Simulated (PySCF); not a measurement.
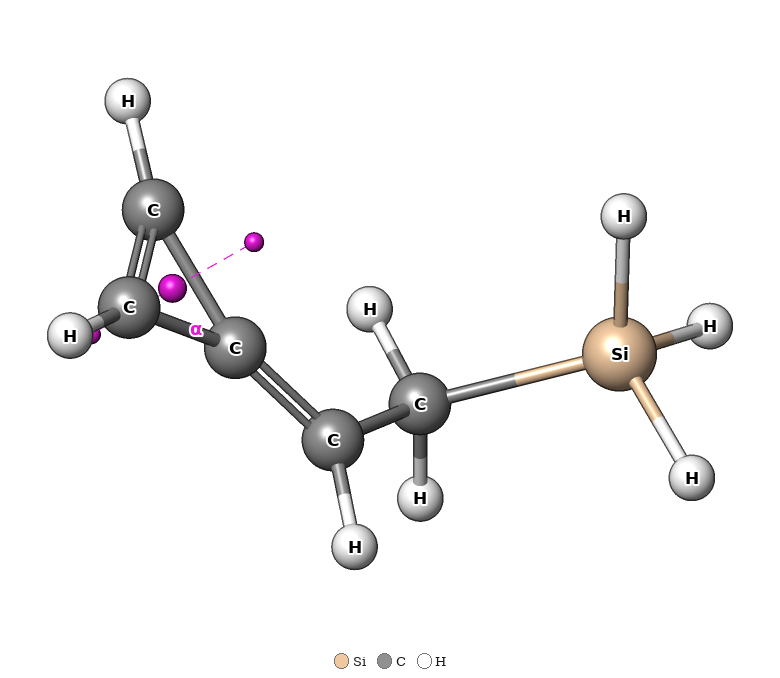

The small points mark where nucleus-independent chemical shifts (NICS) were computed: at the centre of each lettered ring and 1 Å above and below it. Computed geometry: PBE0-D3(BJ)/def2-SVP optimisation. No frequency run is at hand to confirm it as a minimum. Method: GIAO PBE0/aug-cc-pVDZ NMR shielding, non-relativistic, gas phase (PySCF 2.14.0).

Give NICS(0), NICS(1) and the out-of-plane component NICS(1)zz for each ring (means of the two sides).

```tsv
ring	members	NICS(0)	NICS(1)	NICS(1)zz
α	C3	−21.8	−6.7	−11.0
```

Values in ppm.
